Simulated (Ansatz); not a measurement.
Fields on a plane of AlAs (zinc blende)

```
AlAs
1.0
    0.00000     2.83733     2.83733
    2.83733     0.00000     2.83733
    2.83733     2.83733     0.00000
As Al
1 1
Cartesian
  4.25600   4.25600   4.25600
  0.00000   0.00000   0.00000
```

The slice is a {100} plane (indices of the conventional cell) through the point (0.750, 0.750, 0.750) (fractional), spanned by u = [100] and v = [0 1 -1] in vectors of this cell: u (4.01 Å) and v (4.01 Å, at 90° to u). It covers one period; positions are fractions (u, v).

Atoms on it: As at (0.00, 0.00).

Calculation: PBEsol (plane waves to 420 eV, PAW, scalar-relativistic; Ansatz, an electronic-structure program). k mesh 10×10×10. Near the nuclei the fields are pseudised (PAW); where an atom keeps semicore shells as valence, they peak there. AlAs was relaxed with its symmetry unable to fall.

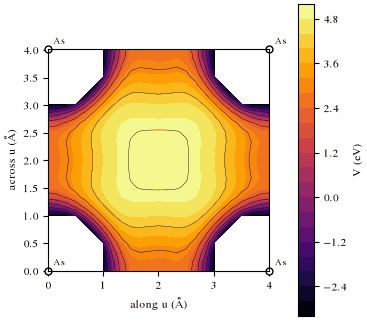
Figure: Electrostatic potential energy of an electron, from the cell's mean, in eV, one period of the plane, atoms marked. Points within 1 Å of a nucleus are left white, as the pseudised field means little there. Values under -3 eV are set to -3. The zero, the cell's mean, hangs on the PAW cores.

```
|xxxxxx++##@@@@@@@@%%**==--==**%%@@@@@@@@##++xxxx|
|xxxxxx**%%@@@@@@@@##++------++##@@@@@@@@%%**xxxx|
|==++**%%%%@@@@@@%%**==--::--==**%%@@@@@@%%%%**++|
|####%%%%@@@@@@%%##++--::::::--++##%%@@@@@@%%%%##|
|@@@@@@@@@@@@%%##**==--......--==**##%%@@@@@@@@@@|
|@@@@@@@@@@%%##**==--::......::--==**##%%@@@@@@@@|
|@@@@@@@@%%##**++--::..      ..::--++**##%%@@@@@@|
|@@@@@@%%##**==--::..          ..::--==**##%%@@@@|
|%%%%##**++==--::..              ..::--==++**##%%|
|****++==----::..                  ..::----==++**|
|====----::....                      ....::----==|
|------::::....                      ....::::----|
|====----::....                      ....::----==|
|****++==----::..                  ..::----==++**|
|%%%%##**++==--::..              ..::--==++**##%%|
|@@@@@@%%##**==--::..          ..::--==**##%%@@@@|
|@@@@@@@@%%##**++--::..      ..::--++**##%%@@@@@@|
|@@@@@@@@@@%%##**==--::......::--==**##%%@@@@@@@@|
|@@@@@@@@@@@@%%##**==--......--==**##%%@@@@@@@@@@|
|####%%%%@@@@@@%%##++--::::::--++##%%@@@@@@%%%%##|
|==++**%%%%@@@@@@%%**==--::--==**%%@@@@@@%%%%**++|
|xxxxxx**%%@@@@@@@@##++------++##@@@@@@@@%%**xxxx|
|xxxxxx++##@@@@@@@@%%**==--==**%%@@@@@@@@##++xxxx|
|xxxxxx==##@@@@@@@@%%**==--==**%%@@@@@@@@##==xxxx|
```
Scale: ten equal steps from 0.01 (start of ' ') to 0.73 (end of '@'), in the order ' .:-=+*#%@'. Values: electron localisation function (ELF). The map has 24 points along u (two characters each, u = 0 at the left) and 24 along v (v = 0 in the bottom row). Points within 0.5 Å of a nucleus are blanked (x), as the pseudised field means little there.
